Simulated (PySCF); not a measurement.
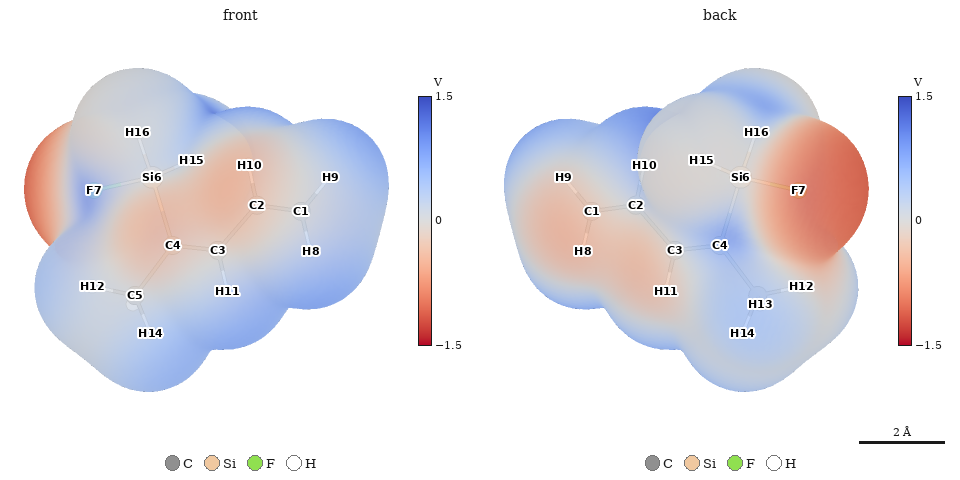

Figure. C₅H₉FSi (SMILES C=C/C=C(/C)[SiH2]F). The molecular electrostatic potential painted on the density surface at 0.001 e/bohr³, seen from the front and from behind; the colour scale runs from red (negative) to blue (positive).

Geometry: GFN2-xTB.

The calculation used PySCF 2.14.0, PBE0/pcSseg-1, SCF density, gas phase, non-relativistic.

```xyz
16

C     2.8019   -1.0227    0.1088
C     1.7167   -0.2607    0.0008
C     0.3719   -0.7697    0.0966
C    -0.7420   -0.0280    0.0097
C    -2.0925   -0.6711    0.1221
Si   -0.7236    1.8397   -0.2492
F    -2.2680    2.3094   -0.2212
H     2.7304   -2.0850    0.2775
H     3.7959   -0.6167    0.0336
H     1.8157    0.8041   -0.1669
H     0.2914   -1.8408    0.2528
H    -2.6377   -0.2562    0.9693
H    -2.6829   -0.4646   -0.7698
H    -2.0116   -1.7490    0.2489
H    -0.2591    2.2389   -1.5722
H    -0.1141    2.5814    0.8479
```

Question: Which sites attract a positive test charge, and which a negative one?

Answer: A positive charge is drawn to the negative regions and a negative charge to the positive ones. The most negative region (about −1.1 V) lies over F7, the most positive (about +1.0 V) over Si6 and H10.

Question: How polar is the molecule by this calculation?

Answer: Its dipole moment is 1.86 D.
